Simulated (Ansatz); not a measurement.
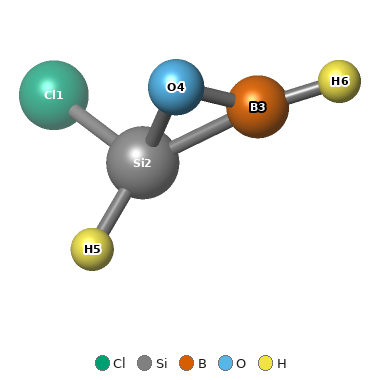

The system is BClH2OSi, SMILES Cl[SiH]1BO1; the picture shows the reference structure. The first coordinate is: angle Cl1–Si2–O4; the second: angle H6–B3–O4. Nothing is relaxed (all other coordinates rigid). Grid: 13 × 13 points. Points are written as (first, second). Energies are in kJ/mol, from the relaxed molecule at the same level. Method: RKS wB97X-V/def2-SVP (Ansatz 0.2.0).

Its coordinates:

```xyz
6

Cl   -2.1965   -0.7633   -0.9538
Si   -0.4165    0.1995   -0.5982
B     0.4994    0.1158    1.0626
O     0.7767   -0.8503    0.1657
H     0.0804    0.7165   -1.8915
H     0.8975    0.3137    2.1790
```

Range: angle Cl1–Si2–O4 from 87.5 to 137.5°; angle H6–B3–O4 from 97.0 to 167.0°.

> What will the energy surface look like?

The lowest grid point is at (112.5°, 132.0°), 0 kJ/mol from the relaxed molecule at the same level. No other kind of well shows on this grid. The highest grid point, (87.5°, 97.0°), lies 142 kJ/mol above the lowest. Round the minimum the two coordinates are weakly coupled (coupling 0.08 in units of the two stiffnesses).

```csv
"angle H6–B3–O4 ↓, angle Cl1–Si2–O4 →",87.5,91.6,95.8,100.0,104.1,108.3,112.5,116.6,120.8,125.0,129.1,133.3,137.5
167.0,107,90,77,69,64,62,62,65,70,77,86,97,110
161.1,90,73,60,51,46,44,44,46,51,58,67,77,90
155.3,77,59,46,37,31,29,28,31,35,42,50,61,73
149.5,67,49,35,26,20,17,16,18,22,29,37,48,60
143.6,60,41,28,18,11,8,7,9,13,19,27,37,50
137.8,56,37,23,13,7,3,2,3,7,13,21,31,43
132.0,56,37,23,12,5,1,0,1,5,10,18,28,40
126.1,60,40,26,15,8,3,2,3,6,12,19,29,41
120.3,67,48,32,21,14,10,8,9,12,17,24,34,45
114.5,79,59,43,32,25,20,18,18,21,27,34,43,54
108.6,95,75,59,48,40,35,33,33,36,41,48,57,68
102.8,116,95,79,68,60,55,52,53,55,60,67,76,87
97.0,142,121,105,93,85,80,78,78,80,85,92,101,112
```

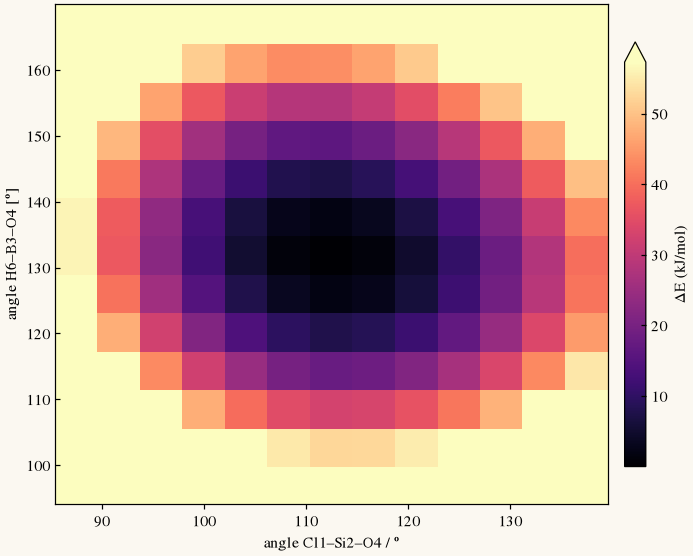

In the figure: one coloured cell a grid point, one colour for all values above the top of the scale.

Each point was launched as `ansatz run input.yaml --threads 1 --pin off --max-ram 2560MiB --backend cpu --events-out ev --progress --plain --runs-dir out`. The whole map (169 points run) took 46 min on 1 thread of Arm Neoverse N1, with other jobs on the host.
